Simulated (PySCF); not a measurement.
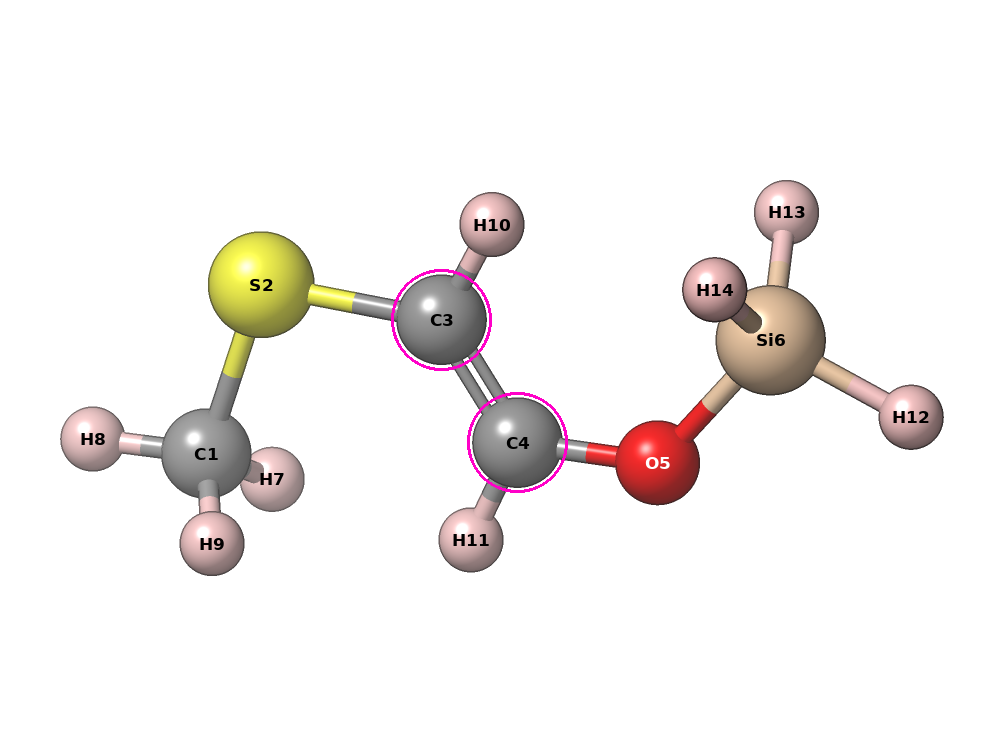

Depth is shown by fading: the farther an atom, the more it takes the colour of the background. Circles mark the stereogenic atoms. Computed geometry: PBE0-D3(BJ)/def2-SVP optimisation. No frequency run is at hand to confirm it as a minimum.

Q: What are the Cahn–Ingold–Prelog descriptors?

A: C3=C4: E.
